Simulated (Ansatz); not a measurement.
**CH6Ge···HCl: density, localisation and related maps**

Input

```
crystal:
  periodic: [false, false, false]
  atoms:
    - { symbol: Ge, position_ang: [-0.412407, 0.206017, -0.397097] }
    - { symbol: Cl, position_ang: [-0.391254, -0.876529, 2.858681] }
    - { symbol: H, position_ang: [1.003291, 0.330447, 0.185965] }
    - { symbol: H, position_ang: [-0.489492, 1.023574, -1.704138] }
    - { symbol: C, position_ang: [-0.926989, -1.661197, -0.725068] }
    - { symbol: H, position_ang: [-0.892977, -2.239932, 0.195925] }
    - { symbol: H, position_ang: [-1.935785, -1.709821, -1.135039] }
    - { symbol: H, position_ang: [-0.242668, -2.11183, -1.444269] }
    - { symbol: H, position_ang: [-1.398413, 0.875863, 0.59549] }
    - { symbol: H, position_ang: [-1.051006, 0.123107, 2.26265] }
basis:
  gaussian: { orbitals: def2-mTZVP }
hamiltonian:
  xc: b3lyp
  dispersion: d4
relax:
  f_tol: 0.03
  max_steps: 50
output:
  orbitals: {}
```

Run with:

```sh
ansatz run input.yaml --threads 2 --pin off --max-ram 3072MiB --backend cpu --events-out ev --progress --plain --runs-dir out
```

The fields are those of the run's last geometry, not of the input's.

These are results of RKS B3LYP-D4/def2-mTZVP (Ansatz), not measurements.

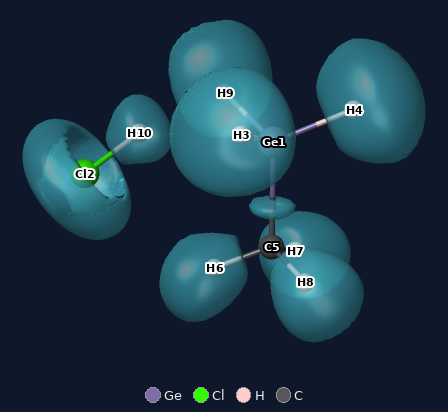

Figure 1. Isosurface of the electron localisation function at 0.85 (cyan), seen at a tilt. Only the valence region is drawn (cores and ρ < 0.01 e/Å³ removed).

Q: Identify the bonds, lone pairs and shells in this picture.

A: At this value the surface marks out one region between bonded C–Ge atoms (shared pairs), seven regions around hydrogen nuclei and one ring or bowl of non-bonding electrons around Cl. Along the contacts the grid gives the following. H9···H10 (1.93 Å): the ELF dips to about 0.05 between them. C–Ge (1.97 Å): the ELF peaks at about 0.90 in the valence shell of C, 0.7 Å from its nucleus, and is about 0.70 at the midpoint.

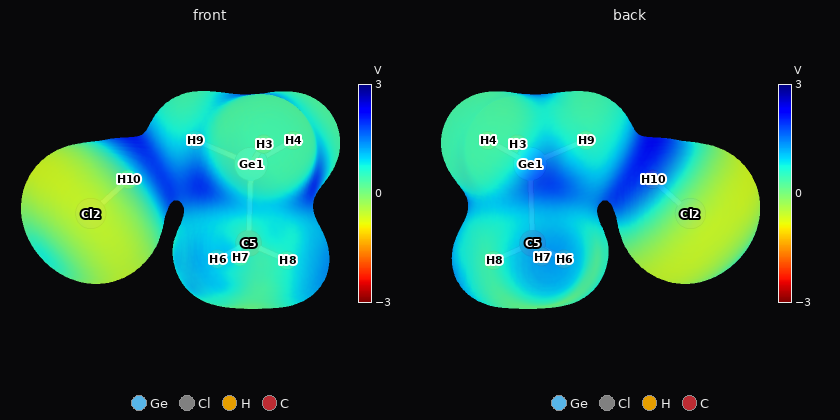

Figure 2. The electrostatic potential painted on the density surface at 0.004 e/bohr³, seen from the front and from behind; the colour scale runs from red (negative) to blue (positive).

Q: Describe the electrostatic potential map.

A: The most negative region (about −0.6 V) lies over Cl2, the most positive (about +2.1 V) over H10. Cl2 shows a σ-hole: about +0.8 V at the tip opposite its bond, against about −0.6 V on its flanks.

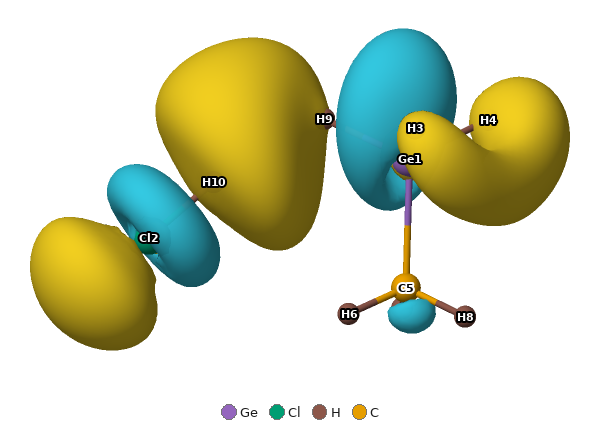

Figure 3. The LUMO at ±0.08 Å⁻³ᐟ² (yellow and cyan are the two phases), seen across its widest extent.

Q: Describe this orbital and give its energy.

A: By Hirshfeld shares it lies mainly on Cl2 (about 30 %), Ge1 (about 25 %), H10 (about 25 %) and H9 (about 10 %). Its energy is −0.34 eV.
